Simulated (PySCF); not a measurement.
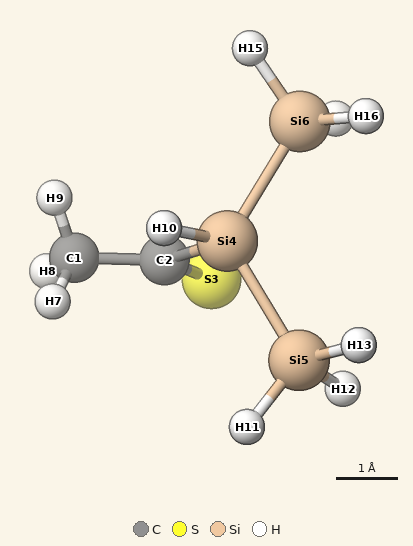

The structure (ball-and-stick view, seen at a tilt; atoms are numbered from 1 in the order of the input). Bond lengths as drawn: C–C 1.49 Å, C–H 1.09 Å, C–S 1.63 Å, C–Si 1.90 Å, H–Si 1.46 to 1.48 Å and Si–Si 2.33 Å.

**NMR shielding calculation, with input and output: C2H10SSi3**

The run: NMR shielding calculation of C2H10SSi3, SMILES CC(=S)[SiH]([SiH3])[SiH3]. Method and program: GIAO LDA/pcSseg-0 NMR shielding, non-relativistic, gas phase (PySCF 2.14.0).

The geometry comes from this level: GFN2-xTB. It belongs to a series of runs on one base structure; here: LDA/pcSseg-0; conv 1e-11. Figures and captions count atoms from 1; the log counts them from 0 in places.

## Log
```
final grid: 123664 points
cycle   1  E = -1341.6156005951  dE =  4.415e-02  |g| = 3.514e-01  |ddm| = 4.124e+00
cycle   2  E = -1341.5346757567  dE =  8.092e-02  |g| = 5.994e-01  |ddm| = 1.642e+00
cycle   3  E = -1341.6282701717  dE = -9.359e-02  |g| = 2.759e-01  |ddm| = 1.281e+00
cycle   4  E = -1341.6507440288  dE = -2.247e-02  |g| = 4.990e-02  |ddm| = 4.337e-01
cycle   5  E = -1341.6514715063  dE = -7.275e-04  |g| = 5.378e-03  |ddm| = 8.616e-02
cycle   6  E = -1341.6514812190  dE = -9.713e-06  |g| = 2.114e-03  |ddm| = 1.638e-02
cycle   7  E = -1341.6514828030  dE = -1.584e-06  |g| = 3.684e-04  |ddm| = 4.856e-03
cycle   8  E = -1341.6514828616  dE = -5.862e-08  |g| = 8.178e-05  |ddm| = 9.696e-04
cycle   9  E = -1341.6514828645  dE = -2.864e-09  |g| = 2.437e-05  |ddm| = 2.499e-04
cycle  10  E = -1341.6514828646  dE = -1.678e-10  |g| = 5.616e-06  |ddm| = 4.585e-05
cycle  11  E = -1341.6514828647  dE = -1.478e-11  |g| = 2.213e-06  |ddm| = 1.515e-05
cycle  12  E = -1341.6514828647  dE =  3.638e-12  |g| = 3.693e-07  |ddm| = 5.333e-06
converged SCF energy = -1341.6514828647

GIAO shielding tensors (ppm)
atom      isotropic    diamagn.    paramagn.     s11        s22        s33       span
  0 C      129.818     249.292    -119.474     90.527    116.939    181.987     91.460
  1 C     -141.312     266.996    -408.308   -337.145   -246.421    159.628    496.772
  2 S    -1070.117    1056.030   -2126.147  -3191.248   -639.380    620.277   3811.524
  3 Si     435.894     882.551    -446.658    388.956    394.274    524.451    135.496
  4 Si     471.363     880.707    -409.343    424.554    468.365    521.171     96.617
  5 Si     472.282     880.694    -408.412    421.389    473.051    522.406    101.017
  6 H       28.634      29.585      -0.951     25.375     28.617     31.910      6.535
  7 H       29.182      31.370      -2.188     26.524     27.239     33.783      7.258
  8 H       28.697      29.536      -0.839     25.432     28.690     31.970      6.538
  9 H       26.799      30.599      -3.799     22.724     25.869     31.805      9.081
 10 H       29.172      28.948       0.224     25.158     27.352     35.006      9.848
 11 H       29.464      28.702       0.762     25.540     27.954     34.900      9.360
 12 H       29.407      28.859       0.548     25.567     27.067     35.588     10.022
 13 H       29.515      28.738       0.777     25.600     28.014     34.931      9.331
 14 H       29.107      28.936       0.171     25.070     27.252     34.998      9.927
 15 H       29.374      28.856       0.518     25.492     27.170     35.459      9.966
```

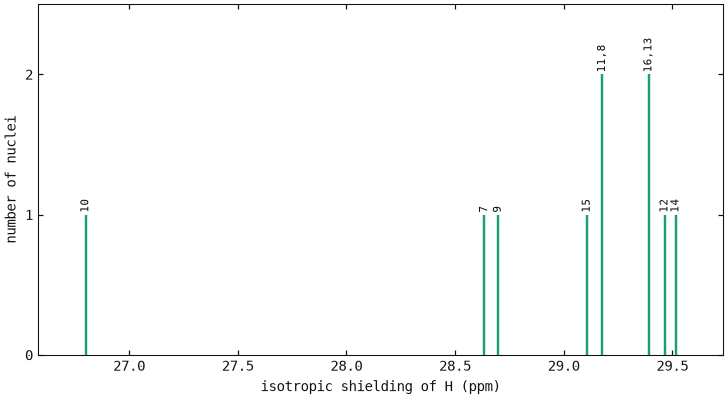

Isotropic shieldings of the hydrogen nuclei in this fixed geometry, labelled by atom number; shielding grows to the right, so chemical shift grows to the left. The least shielded is H10 (26.8 ppm), the most shielded H14 (29.5 ppm).

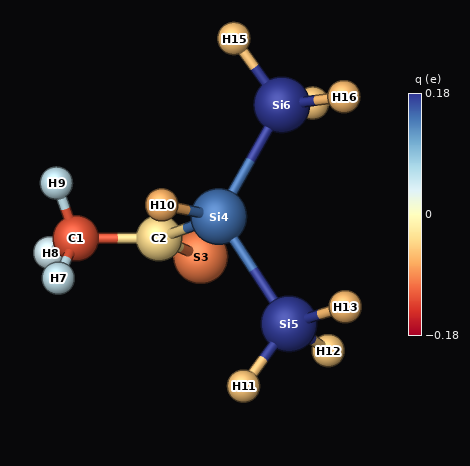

Hirshfeld charges, as the colour of each atom (ball-and-stick view, seen at a tilt; atoms are numbered from 1 in the order of the input). By element: C −0.12 to −0.04, S −0.10, Si +0.14 to +0.18 and H −0.07 to +0.06 e.

The run was set up as follows.

## The input
```
{"job": {"kind": "nmr", "xc": "LDA", "basis": "pcSseg-0", "pop": true, "scf": {"conv": 1e-11}}, "charge": 0, "multiplicity": 1}
C      2.065181    -1.497189    -0.174906
C      0.858041    -0.927519     0.477212
S      0.416570    -1.405162     1.977011
Si    -0.202393     0.369492    -0.418875
Si    -2.306964    -0.580784    -0.714824
Si    -0.030269     2.346221     0.799580
H      1.785110    -1.952541    -1.125376
H      2.550793    -2.240070     0.455131
H      2.770790    -0.696024    -0.398928
H      0.492889     0.507114    -1.721500
H     -2.312761    -1.664737    -1.701828
H     -2.840967    -1.120809     0.533181
H     -3.234000     0.446575    -1.198298
H     -0.147492     2.117829     2.237771
H      1.234127     3.051735     0.569033
H     -1.106253     3.254812     0.394203
```

The first line tells a small driver script what to run in PySCF; the rest is the geometry in Å.

Run as:
```bash
OMP_NUM_THREADS=1 python <driver script> task.json out
```

## Summary

- outcome: converged
- total energy: −1341.651483 hartree
- HOMO: −5.12 eV
- LUMO: −3.38 eV
- dipole moment: 2.13 D
- isotropic shielding, C: −141.3 to 129.8 ppm
- isotropic shielding, S: −1070.1 ppm
- isotropic shielding, Si: 435.9 to 472.3 ppm
- isotropic shielding, H: 26.8 to 29.5 ppm
- hardware: 1 CPU thread, shared host
- wall time: 10 s
- peak memory: 0.5 GiB

## Remarks

Settings chosen away from the usual ones: LDA/pcSseg-0; conv 1e-11.
